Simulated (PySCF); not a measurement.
C₆H₅F₂O: EPR calculation

The run: EPR calculation of C₆H₅F₂O, multiplicity 2. Method and program: UKS B3LYP, pcH-1 on C F H O, non-relativistic, mean-field spin-orbit, GIAO (PySCF 2.14.0).

It belongs to a series of runs on one base structure; here: H added to aryl C.

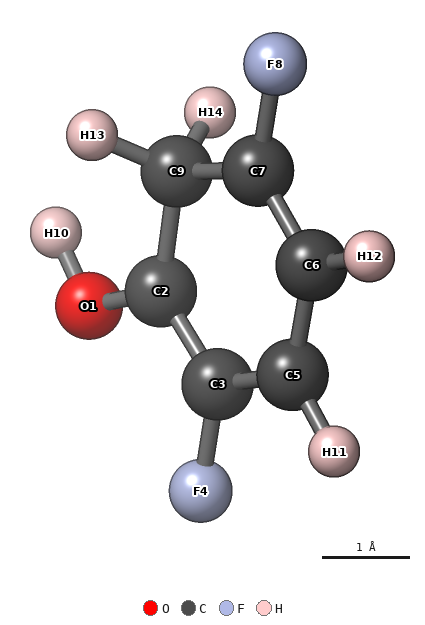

**Figure 1.** The structure as given in the input (ball-and-stick view, seen at a tilt; atoms are numbered from 1 in the order of the input).

Input:
```
{"job": {"kind": "epr", "basis": "pcH-1"}, "charge": 0, "multiplicity": 2}
O      2.306824     0.603342    -0.701532
C      1.021634     0.361200    -0.337784
C      0.082154     1.355044    -0.394319
F      0.456012     2.581945    -0.816985
C     -1.255454     1.167299    -0.033292
C     -1.674567    -0.095136     0.413139
C     -0.787294    -1.111405     0.487071
F     -1.170559    -2.337192     0.914781
C      0.656057    -1.015156     0.124754
H      2.844421    -0.191463    -0.606763
H     -1.939741     1.993116    -0.101053
H     -2.701620    -0.257839     0.696786
H      1.273419    -1.299674     0.994365
H      0.888036    -1.754554    -0.661335
```

The first line tells a small driver script what to run in PySCF; the rest is the geometry in Å.

Launched with:
```bash
OMP_NUM_THREADS=1 python <driver script> task.json out
```

Output:
```
UKS, coarse grid
  cycle   1  E = -506.37889831  |g| = 6.24e-01
  cycle   2  E = -506.17918812  |g| = 9.93e-01
  cycle   3  E = -506.50830735  |g| = 1.14e-01
  cycle   4  E = -506.51381083  |g| = 4.15e-02
  cycle   5  E = -506.51467452  |g| = 1.53e-02
  cycle   6  E = -506.51482656  |g| = 7.28e-03
  cycle   7  E = -506.51489681  |g| = 3.24e-03
  cycle   8  E = -506.51491584  |g| = 2.22e-03
  cycle   9  E = -506.51491859  |g| = 4.85e-04
UKS, final grid
  cycle   1  E = -506.51479164  |g| = 8.05e-04
  cycle   2  E = -506.51479088  |g| = 1.51e-03
  cycle   3  E = -506.51479199  |g| = 9.74e-05
  cycle   4  E = -506.51479200  |g| = 5.38e-05
  cycle   5  E = -506.51479200  |g| = 2.71e-05
E = -506.51479200 Eh   <S^2> = 0.7842 (exact 0.7500)
g shifts (ppm)      1          2          3
  rmc          -175       -175       -175
  gc             -2         37         39
  oz_so         -46       1160       1766
  total        -222       1022       1630
hyperfine (MHz)  atom isotope    a_iso     a_fc   dipolar eigenvalues
    0   17O      -8.44      -8.44    -28.36     13.54     14.82
    1   13C      37.27      37.27    -35.14    -33.76     68.91
    2   13C     -42.25     -42.25    -24.09     10.96     13.13
    3   19F     -25.20     -25.20    -65.68     24.37     41.31
    4   13C      45.95      45.95    -42.97    -40.52     83.49
    5   13C     -35.92     -35.92    -23.29     10.24     13.05
    6   13C      41.72      41.72    -35.04    -33.71     68.74
    7   19F      50.01      50.01    -96.86    -76.87    173.72
    8   13C     -34.61     -34.61     -0.61      0.00      0.61
    9    1H      -5.26      -5.26     -5.03     -3.93      8.96
   10    1H     -35.79     -35.79    -20.99      0.12     20.87
   11    1H       9.78       9.78     -3.89     -1.00      4.89
   12    1H     136.39     136.39     -3.28      0.20      3.08
   13    1H     136.85     136.85     -3.27      0.20      3.07
```

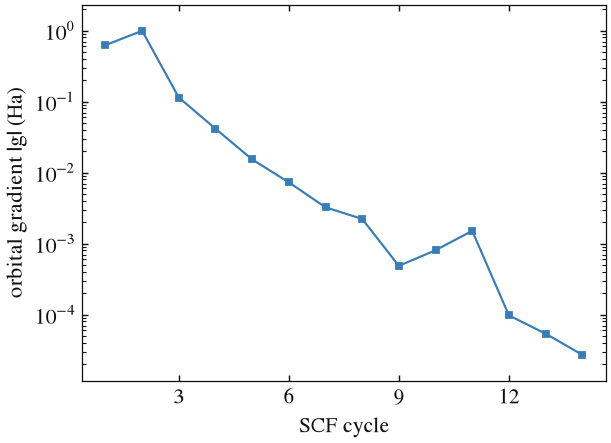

**Figure 2.** Convergence of the self-consistent field: orbital gradient |g| against the SCF cycle. All cycles printed in the log are drawn one after another.

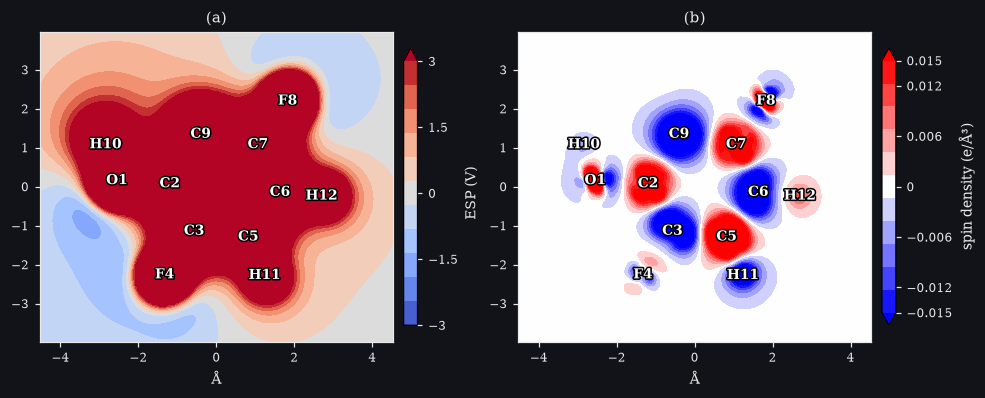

**Figure 3.** (a) molecular electrostatic potential; (b) spin density (α minus β) on the plane of atoms C5, C6 and H12. The unpaired spin (1 electron) lies mostly on C5 (about 0.3), C2 (about 0.2), C7 (about 0.2) and O1 (about 0.1), in electrons by Hirshfeld's partition.

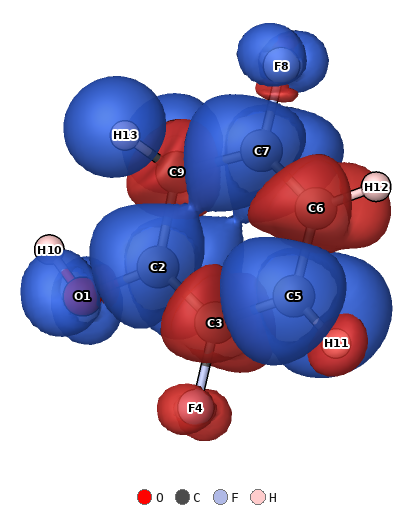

**Figure 4.** Isosurfaces of the spin density (α minus β) at +0.006 (blue) and −0.006 e/Å³ (red), seen at a tilt. The unpaired spin (1 electron) lies mostly on C5 (about 0.3), C2 (about 0.2), C7 (about 0.2) and O1 (about 0.1), in electrons by Hirshfeld's partition.

Results in brief:

- outcome: converged
- total energy: −506.514792 hartree
- ⟨S²⟩: 0.784
- isotropic g: 2.0031
- hardware: 1 CPU thread, shared host
- wall time: 78 s
- peak memory: 1.1 GiB
